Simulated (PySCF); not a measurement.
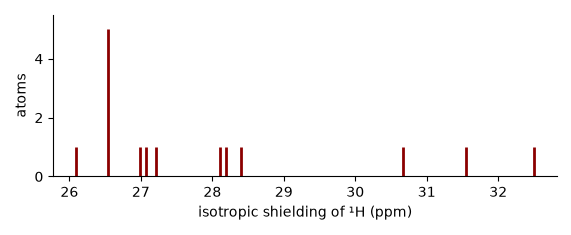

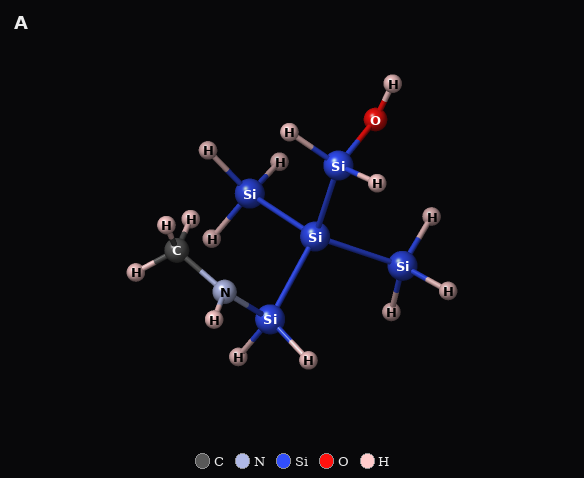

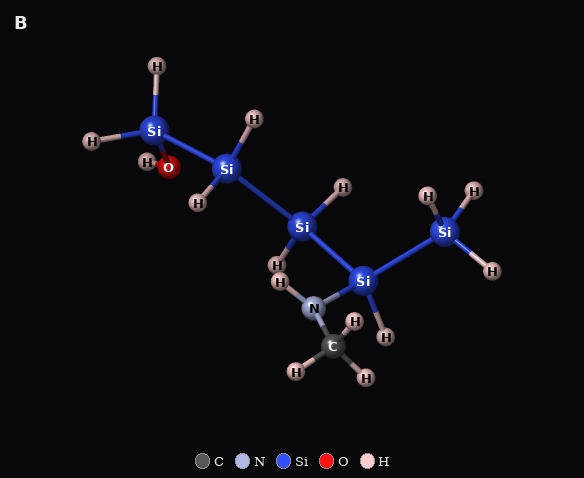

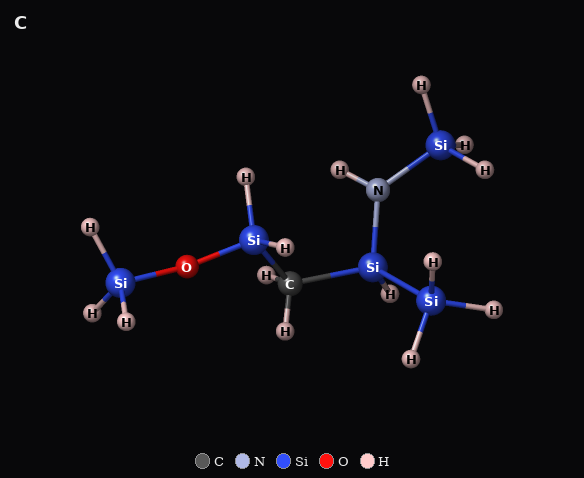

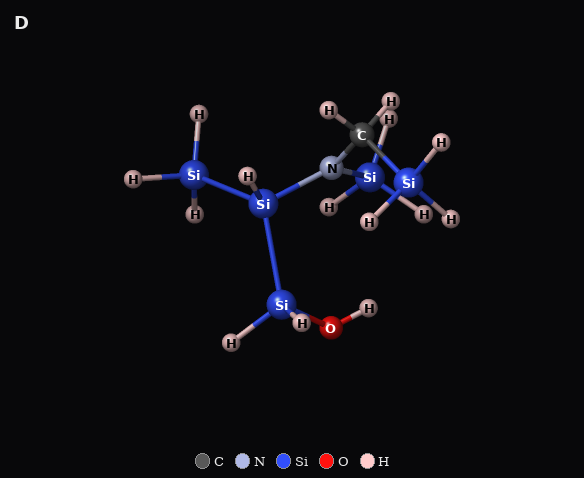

The sticks are computed shieldings of one of the molecules, for one fixed geometry (GFN2-xTB) without averaging over rotations. Low shielding means a high chemical shift. Method: GIAO PBE0/pcSseg-1 NMR shielding, non-relativistic, gas phase (PySCF 2.14.0).

Match the spectrum to a structure.

C, `[SiH3]N[Si@@H]([SiH3])C[SiH2]O[SiH3]`. Its 15 H atoms give lines at 26.09, 26.54 (5 atoms), 26.99, 27.07, 27.21, 28.11, 28.20, 28.39, 30.67, 31.55, 32.50 ppm.

The geometry is semi-empirical. Around Si such bond lengths and angles can be off by a tenth of an ångström or more and by several degrees, and values that hang on the shape move with them.
